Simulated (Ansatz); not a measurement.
# GeH4O2Se: the cost of one run

Program: Ansatz 0.2.0. Level of theory: RKS B3LYP/def2-SVP. These are calculated values, not measurements.

## Step 1: The structure to begin with

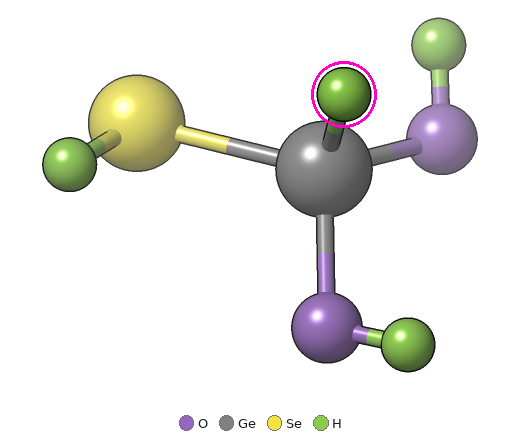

The starting structure, seen from a chosen angle (oxygen purple, germanium grey, selenium yellow, hydrogen green). Ringed: H6.

Coordinates:

```xyz
8

O    -0.4310    0.9958   -1.4661
Ge    0.0260    0.1618   -0.0045
O     1.6098   -0.5607   -0.2822
Se   -1.4528   -1.5261    0.4729
H    -1.3555    1.4262   -1.2602
H     0.0972    1.1688    1.1873
H     2.2705    0.2141   -0.4056
H    -0.6720   -1.9370    1.7026
```

## Step 2: End point A

The input, input.yaml:

```yaml
crystal:
  periodic: [false, false, false]
  atoms:
    - { symbol: O, position_ang: [-0.431, 0.9958, -1.4661] }
    - { symbol: Ge, position_ang: [0.026, 0.1618, -0.0045] }
    - { symbol: O, position_ang: [1.6098, -0.5607, -0.2822] }
    - { symbol: Se, position_ang: [-1.4528, -1.5261, 0.4729] }
    - { symbol: H, position_ang: [-1.3555, 1.4262, -1.2602] }
    - { symbol: H, position_ang: [0.0972, 1.1688, 1.1873] }
    - { symbol: H, position_ang: [2.2705, 0.2141, -0.4056] }
    - { symbol: H, position_ang: [-0.672, -1.937, 1.7026] }
basis:
  gaussian: { orbitals: def2-SVP }
hamiltonian:
  xc: b3lyp
relax:
  f_tol: 0.02
  max_steps: 50
output:
  orbitals: {}
```

Started as:

```bash
$ ansatz run input.yaml --threads 2 --pin off --max-ram 3072MiB --backend cpu --events-out ev --progress --plain --runs-dir out
```

What time and memory should one allow on 2 threads of Arm Neoverse V1, shared host?

About 2.9 min, with a peak of 0.29 GiB.
